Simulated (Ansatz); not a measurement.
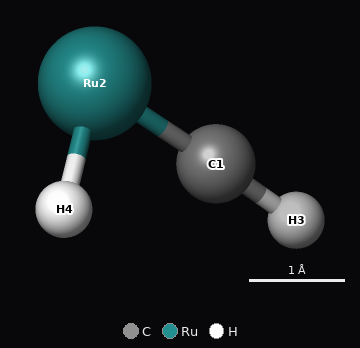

The structure of run A (ball-and-stick view, seen at a tilt; atoms are numbered from 1 in the order of the input). Sticks mark near contacts.

**Two runs on CH2Ru**

System: CH2Ru, charge +1, multiplicity 2.
Method of run A: UKS PBE-D4/def2-TZVPP (Ansatz 0.2.0).

Text and figures count atoms from 1; the logs count them from 0 in places.

**The input, run A**
```yaml
crystal:
  periodic: [false, false, false]
  atoms:
    - { symbol: C, position_ang: [-1.33936346, 0.60469068, -0.24078654] }
    - { symbol: Ru, position_ang: [0.11024999, -0.09390734, 0.05058964] }
    - { symbol: H, position_ang: [-2.29501271, 1.09622211, -0.45450588] }
    - { symbol: H, position_ang: [0.65438617, 1.06602455, -0.83291723] }
magnetization:
  spin_polarized: true
  initial_magnetization: 1
total_charge: 1
basis:
  gaussian: { orbitals: def2-TZVPP }
hamiltonian:
  xc: pbe
  dispersion: d4
relax:
  f_tol: 0.002
  max_steps: 150
```

Command:
```bash
ansatz run input.yaml --threads 2 --pin off --max-ram 5120MiB --backend cpu --events-out ev --progress --plain --runs-dir out
```

Hardware: 2 threads of Intel Xeon @ 2.70GHz, 189 GiB of memory available, shared host.

**Output, shortened to warnings, some set-up lines, iterations and results (run A)**
```
[...]
mean field evaluation 1: about -3629.7031 eV, gradient 5.4e1 eV
mean field evaluation 2: about -3583.7372 eV, gradient 1.1e2 eV
mean field evaluation 4: about -3640.3554 eV, gradient 1.7e1 eV
mean field evaluation 8: about -3641.4551 eV, gradient 2.6e-1 eV
mean field evaluation 16: about -3641.4489 eV, gradient 5.6e-4 eV
mean field evaluation 32: about -3641.1095 eV, gradient 1.9e0 eV
relax step   1: F+E_penalty+E_count = -3641.49627341 eV  Δ(F+E_penalty+E_count) = +0.000e0 eV  max|allowed force component| = 5.797e-1 eV/Å  Δτ_max = 0.0000 Å  (114 SCF …
relax step   2: F+E_penalty+E_count = -3641.50474103 eV  Δ(F+E_penalty+E_count) = -8.468e-3 eV  max|allowed force component| = 2.158e-1 eV/Å  Δτ_max = 0.0325 Å  (41 SCF …
relax step   3: F+E_penalty+E_count = -3641.50558107 eV  Δ(F+E_penalty+E_count) = -8.400e-4 eV  max|allowed force component| = 2.263e-2 eV/Å  Δτ_max = 0.0043 Å  (42 SCF …
mean field evaluation 64: about -3641.4584 eV, gradient 2.6e-5 eV
relax step   4: F+E_penalty+E_count = -3641.50563114 eV  Δ(F+E_penalty+E_count) = -5.008e-5 eV  max|allowed force component| = 1.485e-2 eV/Å  Δτ_max = 0.0016 Å  (31 SCF …
relax step   5: F+E_penalty+E_count = -3641.50568211 eV  Δ(F+E_penalty+E_count) = -5.097e-5 eV  max|allowed force component| = 2.719e-3 eV/Å  Δτ_max = 0.0036 Å  (41 SCF …
relax step   6: F+E_penalty+E_count = -3641.50568269 eV  Δ(F+E_penalty+E_count) = -5.762e-7 eV  max|allowed force component| = 1.157e-4 eV/Å  Δτ_max = 0.0004 Å  (28 SCF …
mean field evaluation 96: about -3641.4585 eV, gradient 1.8e-3 eV
mean field -3641.45845026 eV, -133.8211297778 hartree, gradient 1.2e-5 eV, S^2 0.757224; 6 other end points of the search recorded, 0 dependent functions left out
the calculation of the forces begins
reference -3641.45849329 eV, -133.8211313593 hartree; 12, 11 occupied and 103, 104 virtual orbitals, 627 factors
Total energy: -3641.50572573 eV, -133.8228671192 hartree
Atom 0 at    -1.352646     0.609670    -0.242464 Å, force     0.000035    -0.000008     0.000001 eV/Å
Atom 1 at     0.113008    -0.091249     0.048360 Å, force    -0.000088     0.000116    -0.000069 eV/Å
Atom 2 at    -2.323552     1.091417    -0.447285 Å, force     0.000043    -0.000045     0.000026 eV/Å
Atom 3 at     0.693450     1.063191    -0.836230 Å, force     0.000010    -0.000062     0.000042 eV/Å
Dipole moment:    -0.203634    -0.062295     0.071073 e Å
```

For run B the input was changed thus:
```diff
-  xc: pbe
+  xc: { name: B3LYP }
```

How does run B compare with run A?

The total energies belong to different methods, so their difference says nothing on which is more stable or more accurate. The functional changes from PBE to B3LYP.

**Output, shortened to warnings, some set-up lines, iterations and results (run B)**
```
[...]
mean field evaluation 1: about -3632.8695 eV, gradient 5.1e1 eV
mean field evaluation 2: about -3608.3388 eV, gradient 9.5e1 eV
mean field evaluation 4: about -3642.5787 eV, gradient 5.8e0 eV
mean field evaluation 8: about -3642.7116 eV, gradient 1.3e-1 eV
mean field evaluation 16: about -3642.7232 eV, gradient 2.7e-3 eV
relax step   1: F+E_penalty+E_count = -3642.80185959 eV  Δ(F+E_penalty+E_count) = +0.000e0 eV  max|allowed force component| = 6.317e-1 eV/Å  Δτ_max = 0.0000 Å  (60 SCF iters, …
mean field evaluation 32: about -3642.7286 eV, gradient 1.9e-3 eV
relax step   2: F+E_penalty+E_count = -3642.80705236 eV  Δ(F+E_penalty+E_count) = -5.193e-3 eV  max|allowed force component| = 1.741e-1 eV/Å  Δτ_max = 0.0286 Å  (56 SCF …
relax step   3: F+E_penalty+E_count = -3642.80751638 eV  Δ(F+E_penalty+E_count) = -4.640e-4 eV  max|allowed force component| = 2.762e-2 eV/Å  Δτ_max = 0.0020 Å  (55 SCF …
relax step   4: F+E_penalty+E_count = -3642.80754839 eV  Δ(F+E_penalty+E_count) = -3.202e-5 eV  max|allowed force component| = 1.115e-2 eV/Å  Δτ_max = 0.0010 Å  (44 SCF …
relax step   5: F+E_penalty+E_count = -3642.80756099 eV  Δ(F+E_penalty+E_count) = -1.259e-5 eV  max|allowed force component| = 2.534e-2 eV/Å  Δτ_max = 0.0034 Å  (45 SCF …
mean field evaluation 64: about -3642.7292 eV, gradient 1.5e-5 eV
relax step   6: F+E_penalty+E_count = -3642.80757403 eV  Δ(F+E_penalty+E_count) = -1.304e-5 eV  max|allowed force component| = 1.460e-3 eV/Å  Δτ_max = 0.0008 Å  (42 SCF …
mean field evaluation 96: about -3642.7292 eV, gradient 1.5e-5 eV
mean field -3642.72915144 eV, -133.8678271847 hartree, gradient 1.5e-5 eV, S^2 0.763167; 2 other end points of the search recorded, 0 dependent functions left out
the calculation of the forces begins
reference -3642.72936269 eV, -133.8678349481 hartree; 12, 11 occupied and 103, 104 virtual orbitals, 664 factors
Total energy: -3642.80778528 eV, -133.8707169252 hartree
Atom 0 at    -1.353203     0.608598    -0.241640 Å, force     0.000785    -0.000407     0.000178 eV/Å
Atom 1 at     0.109674    -0.090235     0.048104 Å, force     0.000832    -0.000494     0.000232 eV/Å
Atom 2 at    -2.312653     1.090481    -0.448108 Å, force    -0.001460     0.000823    -0.000377 eV/Å
Atom 3 at     0.686442     1.064186    -0.835976 Å, force    -0.000157     0.000077    -0.000033 eV/Å
Dipole moment:    -0.208756    -0.083316     0.086443 e Å
```

**The two runs side by side**

```csv
quantity,run A,run B
outcome,converged,converged
total energy (hartree),−133.822867,−133.870717
⟨S²⟩,0.757,0.763
largest force (eV/Å),0.000,0.002
basis functions,115,115
wall time (shared host),18 s,22 s
```
